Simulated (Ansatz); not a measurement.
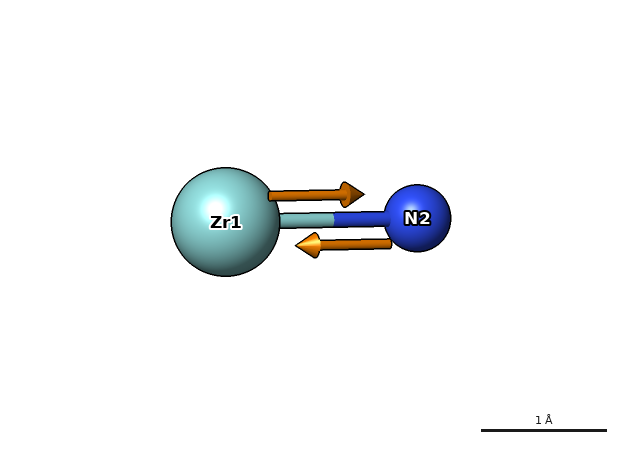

Arrows show the forces on the atoms, 1 Å of arrow for 1 eV/Å; forces under a tenth of the largest aren't drawn. The species is neutral and a spin doublet. Level of theory: U-PBE0/def2-SVP (Ansatz).

Q: Along which bond is the force strongest?

A: Zr1–N2, now 1.700 Å: the forces pull its atoms together, so a first step downhill shortens it.

List the force components in the frame of the picture (x right, y up, z towards the viewer), in eV/Å.

```tsv
atom	Fx	Fy	Fz
Zr1	0.77	0.01	−0.37
N2	−0.77	−0.01	0.37
```
